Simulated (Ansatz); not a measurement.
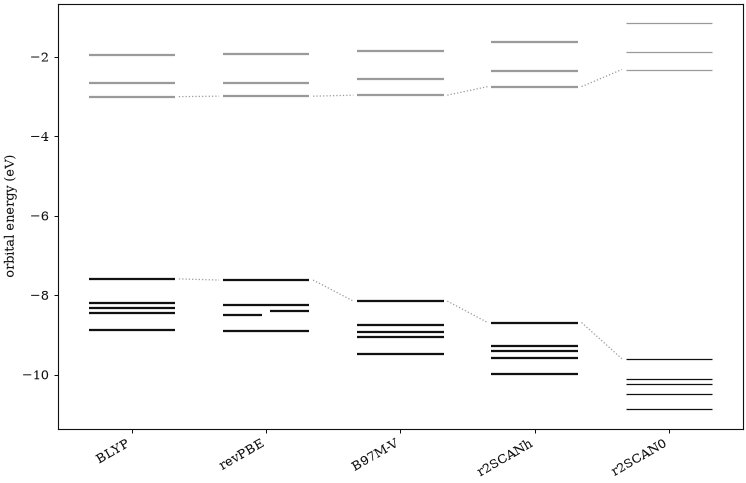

Frontier orbital energies of WHO₃Cl, SMILES [O]=[W](=[O])([OH])[Cl], singlet at one geometry, def2-TZVPP, the Ansatz code, at a PBE0-D4/def2-TZVP geometry (a minimum by its frequencies). Empty levels are grey, levels within 0.1 eV stand side by side; all columns show the same few orbitals around the gap. Dotted lines join the HOMOs and the LUMOs.

Question: Compare the HOMO-LUMO separations.

Answer: The separation grows from 4.59 eV (BLYP) to 7.28 eV (r2SCAN0).

| level | HOMO (eV) | LUMO (eV) | separation (eV) |
| --- | --- | --- | --- |
| BLYP | −7.59 | −3.00 | 4.59 |
| revPBE | −7.62 | −2.99 | 4.63 |
| B97M-V | −8.15 | −2.97 | 5.18 |
| r2SCANh | −8.69 | −2.75 | 5.94 |
| r2SCAN0 | −9.60 | −2.32 | 7.28 |

Caveats, for all or some of the runs: core potentials past krypton; empty levels above zero depend strongly on the basis; spin-orbit coupling is left out, and with W it can shift these levels and split any degenerate set.
